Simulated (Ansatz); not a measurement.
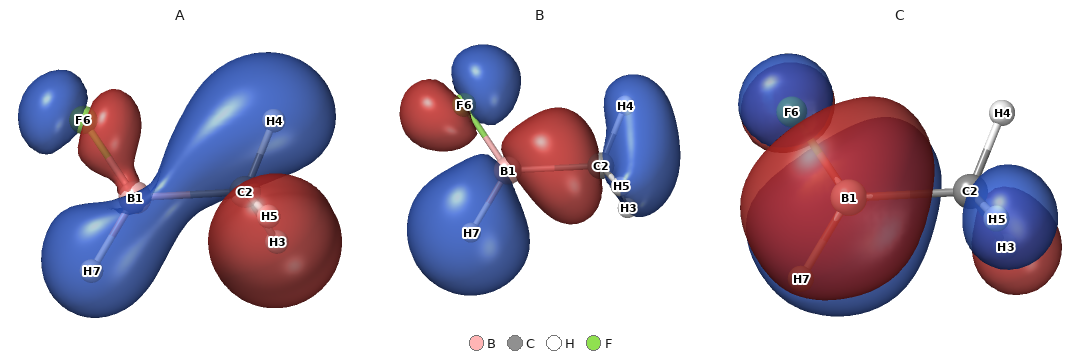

Figure 1: CH₄BF. Three frontier orbitals at ±0.1 Å⁻³ᐟ² (red and blue are the two phases), in no order.

Theory: RKS B3LYP-D4/def2-SVP (Ansatz).

```yaml
atoms:
  - { symbol: B, position_ang: [-0.0004, 0.0091, 0.0243] }
  - { symbol: C, position_ang: [0.0215, -0.0180, 1.5846] }
  - { symbol: H, position_ang: [-0.8671, -0.5498, 1.9698] }
  - { symbol: H, position_ang: [0.9303, -0.4661, 2.0141] }
  - { symbol: H, position_ang: [-0.0752, 1.0186, 1.9601] }
  - { symbol: F, position_ang: [1.0515, -0.4005, -0.6769] }
  - { symbol: H, position_ang: [-0.9479, 0.4067, -0.6195] }
```

Question: Order the three orbitals by energy and name them.

Answer: A is the HOMO−1 (−10.58 eV). Its weight (Hirshfeld) is mainly on C2 (about 40 %), H4 (about 15 %), B1 (about 10 %), H3 (about 10 %), H5 (about 10 %) and F6 (about 10 %). B is the HOMO (−8.63 eV). It lies mainly on B1 (about 25 %), C2 (about 25 %), H7 (about 20 %) and F6 (about 20 %). C is the LUMO (−0.54 eV). It lies mainly on B1 (about 60 %), F6 (about 15 %), C2 (about 10 %) and H7 (about 5 %).

Question: What is the HOMO–LUMO gap?

Answer: 8.09 eV between the orbital energies.
